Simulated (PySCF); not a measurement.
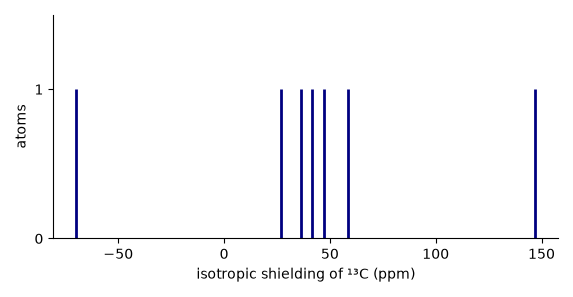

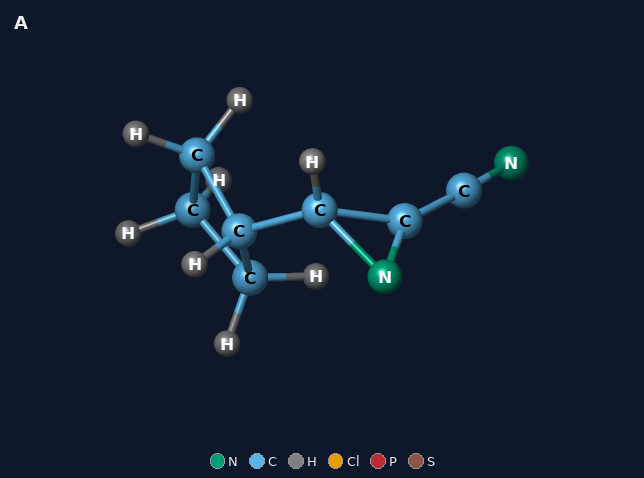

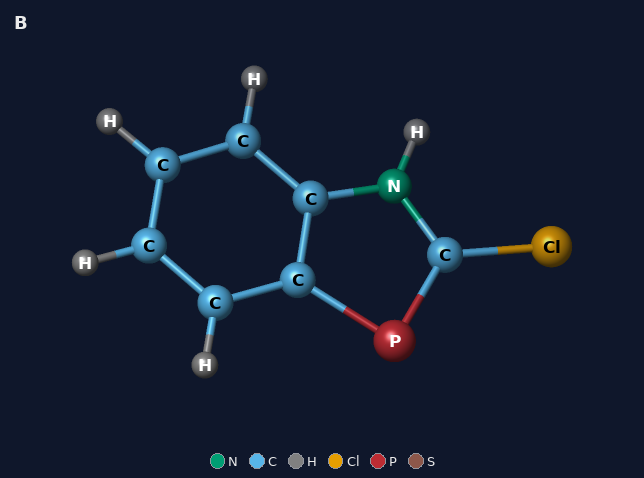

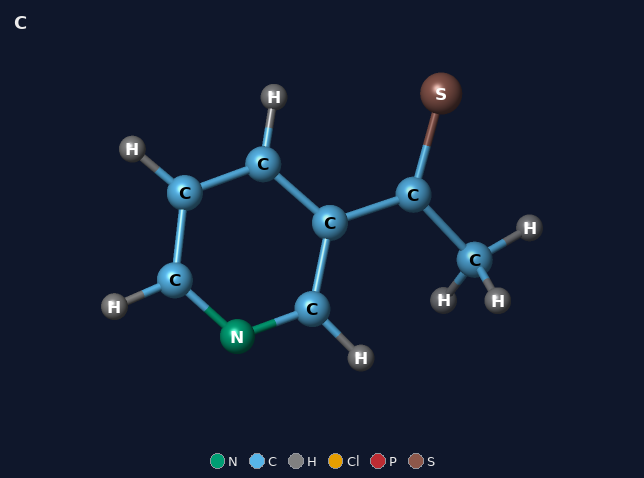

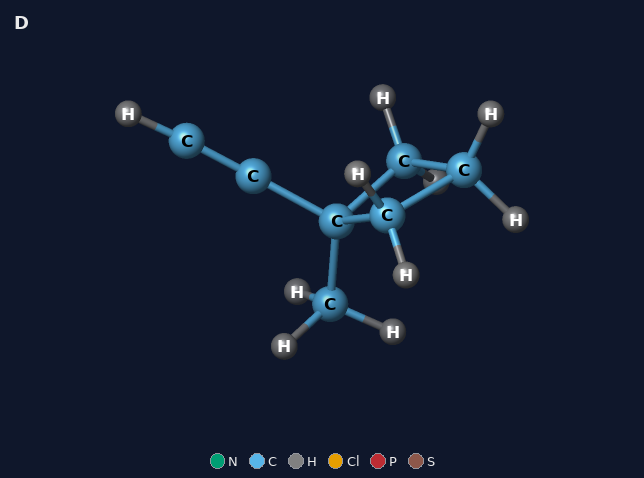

The sticks are computed shieldings of one of the molecules, for one fixed geometry (GFN2-xTB) without averaging over rotations. Low shielding means a high chemical shift. Method: GIAO PBE0/pcSseg-1 NMR shielding, non-relativistic, gas phase (PySCF 2.14.0).

Question: Which molecule gives this pattern?

Answer: C, `CC(=S)c1cccnc1`. Its 7 C atoms give lines at −69.9, 26.8, 36.5, 41.4, 47.2, 58.5, 147.1 ppm.

The geometry is semi-empirical. Around P such bond lengths and angles can be off by a tenth of an ångström or more and by several degrees, and values that hang on the shape move with them.
